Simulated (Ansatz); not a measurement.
```yaml
atoms:
  - { symbol: W, position_ang: [0.2313, 0.0784, -0.0433] }
  - { symbol: Cl, position_ang: [1.4701, 1.3100, 1.5745] }
  - { symbol: H, position_ang: [1.2853, -1.0756, 0.6468] }
  - { symbol: H, position_ang: [-0.8818, 0.9250, 0.8876] }
  - { symbol: H, position_ang: [-1.3926, -0.4088, -0.0835] }
  - { symbol: H, position_ang: [-0.1497, -1.5705, -0.1903] }
  - { symbol: F, position_ang: [0.6587, 0.7416, -1.7005] }
```

Core potentials replace the inner electrons of W.

Level of theory: RKS PBE/def2-SVP in Ansatz 0.2.0.

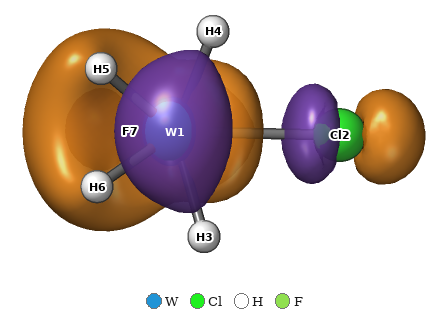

ClFH4W. One frontier orbital at ±0.1 Å⁻³ᐟ² (orange and purple are the two phases), seen at a tilt.

Question: Which orbital is it: HOMO or LUMO?

Answer: The LUMO, at −4.01 eV. It lies mainly on W1 (about 70 %), F7 (about 10 %) and Cl2 (about 10 %).
